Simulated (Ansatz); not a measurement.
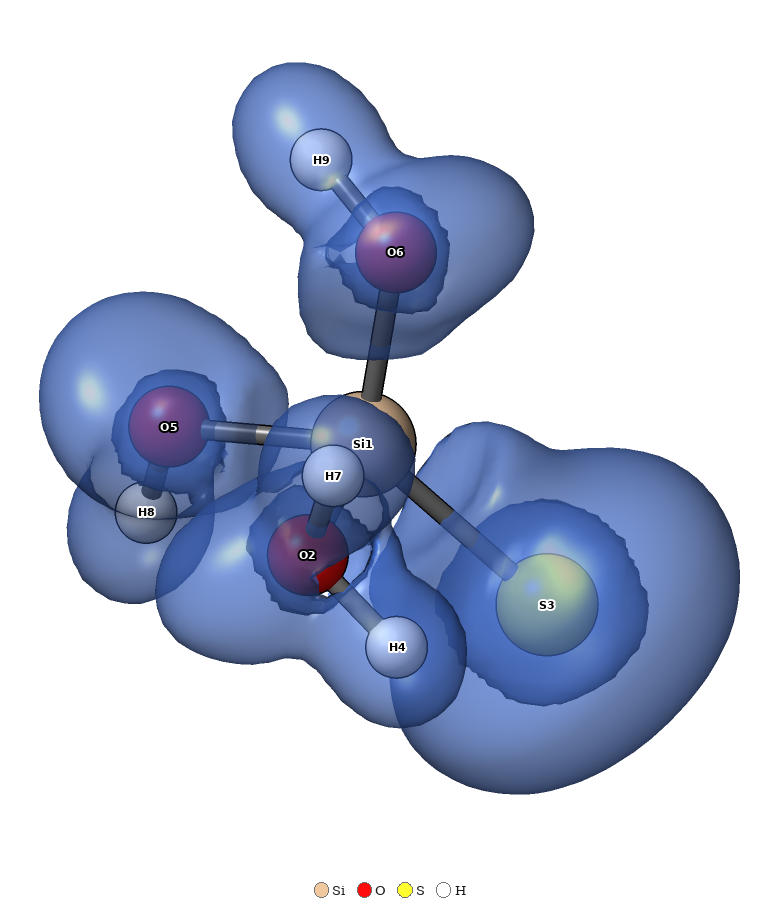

The picture shows: H4O3SSi. Isosurface of the electron localisation function at 0.75 (blue), seen at an oblique angle. Only the valence region is drawn (cores and ρ < 0.01 e/Å³ removed).

The product side of a reaction path; geometry: PBE0-D4/def2-TZVP.

Theory: RKS PBE0-D4/def2-TZVPP (Ansatz 0.2.0).

```csv
atom,x (Å),y (Å),z (Å)
Si,-0.4275,-0.2420,-0.1981
O,1.0233,0.0881,1.0352
S,-1.2444,-1.8129,0.6611
H,0.8937,-0.6818,1.6210
O,-1.1356,1.2299,-0.2725
O,0.5723,-0.2682,-1.4971
H,1.8727,-0.0036,0.5802
H,-1.9446,1.2987,0.2400
H,0.3900,0.3916,-2.1696
```

Question: Describe the localisation domains.

Answer: The ELF exceeds this value in one region on S in which the atom's valence shell and bonds are merged and three joined regions spread over several atoms (H, O), in which their bonds and any lone pairs are merged. Along the contacts the grid gives the following. Si–O (1.64 Å): the ELF peaks at about 0.90 between the atoms: a shared but strongly polarised pair. Si–S (1.97 Å): the ELF peaks at about 0.85 between the atoms (localised, covalent bonding).
